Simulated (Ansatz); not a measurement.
# MnPtS3: a trial structure relaxed

Computed with Ansatz 0.2.0 (DFT PBE, scalar-relativistic, plane waves, PAW, unless a step's input says otherwise).

## Step 1: The structure to begin with

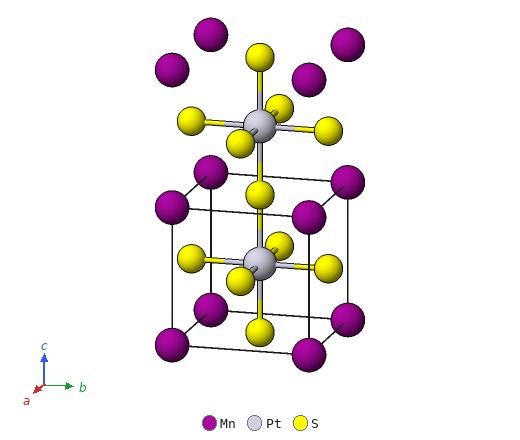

The starting structure, seen slightly off an axis (manganese purple, platinum light grey, sulfur yellow). 1×1×2 cells are drawn. Atoms on the faces are drawn again on the opposite ones.

Coordinates:

```cif
data_structure
_symmetry_space_group_name_H-M 'Pm-3m'
_symmetry_Int_Tables_number 221
_cell_length_a 4.7786
_cell_length_b 4.7786
_cell_length_c 4.7786
_cell_angle_alpha 90.000
_cell_angle_beta 90.000
_cell_angle_gamma 90.000
_cell_volume 109.12
loop_
_atom_site_label
_atom_site_type_symbol
_atom_site_symmetry_multiplicity
_atom_site_Wyckoff_symbol
_atom_site_fract_x
_atom_site_fract_y
_atom_site_fract_z
_atom_site_occupancy
Mn1 Mn 1 a 0.00000 0.00000 0.00000 1
Pt1 Pt 1 b 0.50000 0.50000 0.50000 1
S1 S 3 c 0.00000 0.50000 0.50000 1
```

The cell is invented: species swapped into a database cell of Dy3AlC (Pm-3m, No. 221), with S on the Dy sites, Mn on the Al sites and Pt on the C sites. The dimensions are guesses.

## Step 2: Probe: one point on a coarse mesh

The input, input.yaml:

```yaml
crystal:
  lattice:
    - [4.77858703, 0.0, 0.0]
    - [0.0, 4.77858703, 0.0]
    - [0.0, 0.0, 4.77858703]
  atoms:
    - { symbol: Mn, position: [0.0, 0.0, 0.0], spin: 4.0 }
    - { symbol: Pt, position: [0.5, 0.5, 0.5] }
    - { symbol: S, position: [0.0, 0.5, 0.5] }
    - { symbol: S, position: [0.5, 0.0, 0.5] }
    - { symbol: S, position: [0.5, 0.5, 0.0] }
basis:
  ecutwfc: 420
kpoints:
  mp_grid: { grid: [4, 4, 4] }
hamiltonian:
  xc: pbe
scf:
  occupations: { method: gaussian, width: 0.1 }
  lower_state_search: "off"
output:
  forces: true
  stress: true
  eigenvalues: true
  populations: true
magnetization:
  spin_polarized: true
```

The run is started by

```console
$ ansatz run input.yaml --threads 1 --pin off --max-ram 2048MiB --backend cpu --events-out ev --progress --plain --runs-dir out
```

Q: Estimate wall time and peak memory on 1 thread of Intel Xeon Platinum 8559C (Emerald Rapids), shared host.

About 4.6 s, with a peak of 0.42 GiB.
